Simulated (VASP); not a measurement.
Band structure of CoSi (B20). Computed with PBE GGA, VASP's PBE PAW potentials (set 64) (plane waves; VASP).

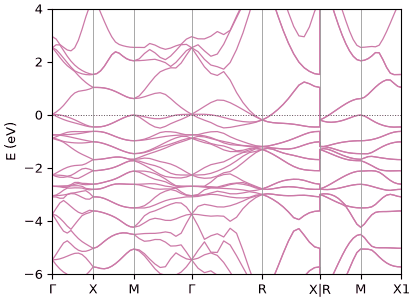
Fig. 1. Bands along high-symmetry lines, zero at the valence-band maximum or, without a gap, the Fermi level

### Question
Read the plot: is there a gap, and where are the band edges?

### Answer
It has no gap at this level: it comes out as a metal or semimetal. (Edges off the drawn lines would not show.)

The compound is CoSi in the B20 structure. It was relaxed first. The run is not spin-polarised, so no magnetic state was tried.
